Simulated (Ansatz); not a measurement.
System: CH₃Cl₃SSi (SMILES CS[Si](Cl)(Cl)Cl).

Input file:

```
crystal:
  periodic: [false, false, false]
  atoms:
    - {symbol: C, position_ang: [-0.036772, -1.321230, 0.863544]}
    - {symbol: S, position_ang: [1.208679, -0.591718, -0.241325]}
    - {symbol: Si, position_ang: [0.181920, 1.137881, -0.821124]}
    - {symbol: Cl, position_ang: [-1.579877, 0.709376, -1.753478]}
    - {symbol: Cl, position_ang: [1.394648, 2.149216, -2.092632]}
    - {symbol: Cl, position_ang: [-0.281972, 2.325811, 0.769640]}
    - {symbol: H, position_ang: [-0.246921, -0.659143, 1.702151]}
    - {symbol: H, position_ang: [-0.951637, -1.550021, 0.319104]}
    - {symbol: H, position_ang: [0.400433, -2.246374, 1.236919]}
basis:
  gaussian: {orbitals: def2-TZVPP}
hamiltonian: {xc: pbe0, dispersion: d4}
output: {orbitals: {seedname: orbitals}}
```

Launched as:

```sh
ansatz run in.yaml --threads 4 --pin off --events-out ev --progress --plain --max-ram 11315MiB
```

Geometry: PBE0-D4/def2-TZVP.

Theory: Ansatz 0.2.0, RKS PBE0-D4/def2-TZVPP.

> Predict the electron density and electron localisation function between the atoms.

C–S (1.82 Å): ρ at the midpoint is about 1.2 e/Å³; the ELF peaks at about 0.90 between the atoms (a shared electron pair).
Si–Cl (2.03 Å): the density is about 0.96 e/Å³ at the midpoint; the ELF peaks at about 0.85 between the atoms, as expected for a polar covalent bond.
Si–S (2.09 Å): ρ is about 0.92 e/Å³ halfway; the ELF peaks at about 0.90 between the atoms (localised, covalent bonding).
C–H (1.09 Å): the density is about 2 e/Å³ at the midpoint; the ELF climbs to about 1 towards the hydrogen, as it does in any bond to H; an ordinary covalent bond to hydrogen.

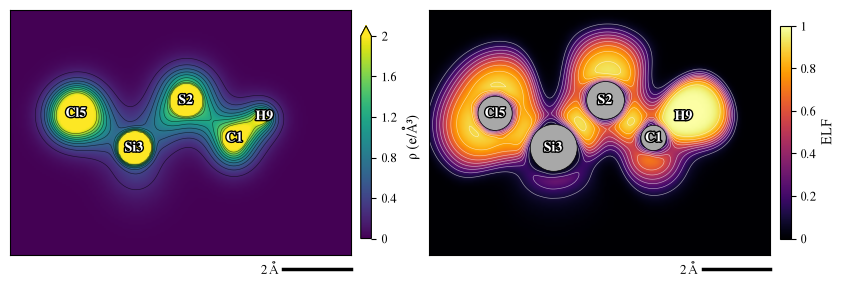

Computed electron density and electron localisation function on the plane of atoms S2, Si3 and Cl5, in this order. Grey discs cover the atomic cores in the ELF map. 
